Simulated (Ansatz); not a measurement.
**H$_{4}$P$_{2}$ (SMILES PP): density, localisation and related maps**

```
atom    x (Å)    y (Å)    z (Å)
   P   0.7727   0.5818  -0.1510
   P  -1.3645   0.0337   0.2156
   H   0.4448   1.5332  -1.1568
   H  -1.0375  -0.9163   1.2230
   H  -1.5497   1.0586   1.1849
   H   0.9580  -0.4415  -1.1219
```

Geometry: r2SCAN-D4/def2-TZVP.

All numbers below come from isolated molecule in a Gaussian basis; Kohn-Sham density functional theory, functional PBE0 in Ansatz.

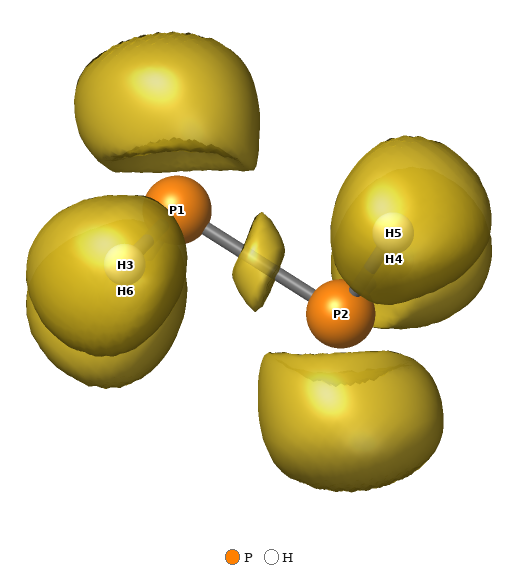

Figure 1. Isosurface of the ELF at 0.85 (yellow), seen from one side. Only the valence region is drawn (cores and ρ < 0.01 e/Å³ removed).

> Where are the electrons localised?

The ELF exceeds this value in one region between bonded P–P atoms (shared pairs), four regions around hydrogen nuclei and two lobes on P, pointing away from the bonds (lone pairs). Profiles from the grid: P–P (2.24 Å): the ELF peaks at about 0.95 between the atoms; a shared electron pair. P–H (1.42 Å): the ELF climbs to about 1 towards the hydrogen, as it does in any bond to H.

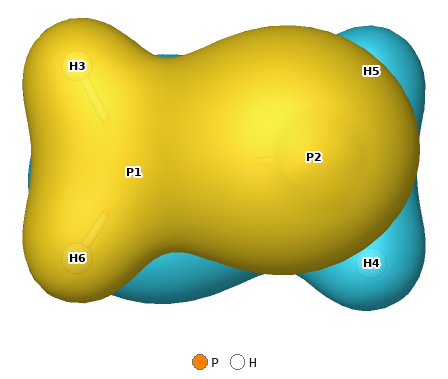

Figure 2. The HOMO−1 at ±0.1 Å⁻³ᐟ² (yellow and cyan are the two phases), seen across its widest extent.

> Where does this orbital lie, and at what energy?

Its weight (Hirshfeld) is mainly on P1 (about 40 %) and P2 (about 40 %); it is ungerade (odd under inversion); π-bonding across P1–P2. Its energy is −9.26 eV.

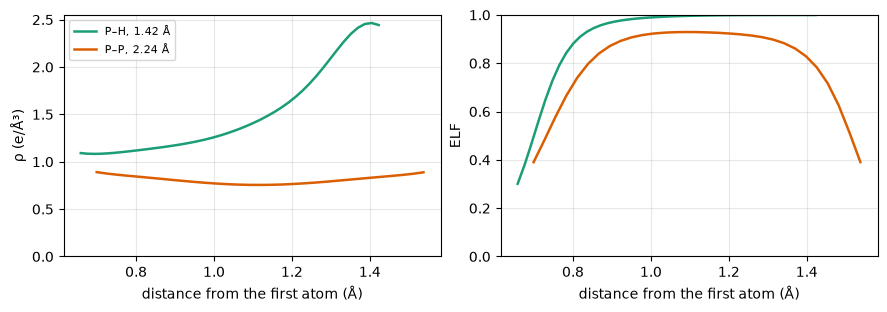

Figure 3. Electron density and electron localisation function along straight lines between neighbouring atoms. The curves leave out the atomic cores.

> Compare the contacts.

P–H (1.42 Å): ρ is about 1.1 e/Å³ halfway; the ELF climbs to about 1 towards the hydrogen.
P–P (2.24 Å): ρ at the midpoint is about 0.76 e/Å³; the ELF peaks at about 0.95 between the atoms, as expected for a covalent bond.

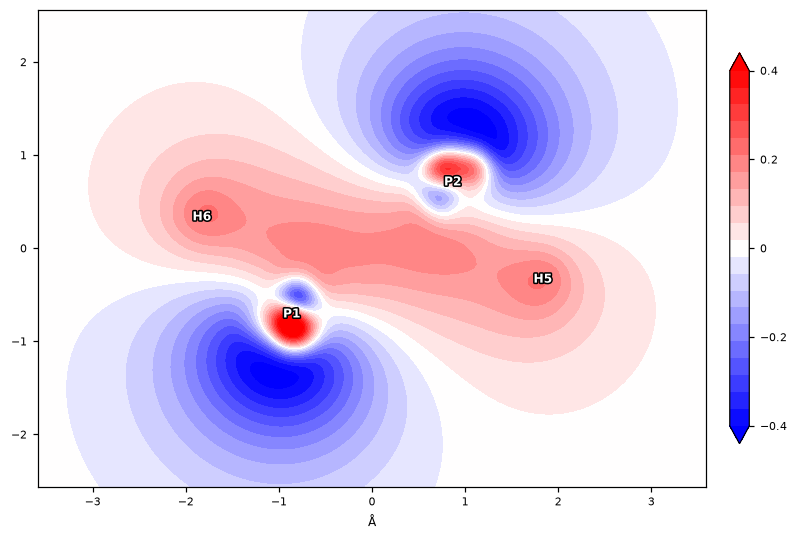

Figure 4. The HOMO on the plane of atoms P1, P2 and H5 (values in Å⁻³ᐟ²; the overall sign is arbitrary).

> What is the character of this orbital?

By Hirshfeld shares it lies mainly on P1 (about 45 %) and P2 (about 45 %); it is gerade (even under inversion). Its energy is −6.93 eV.
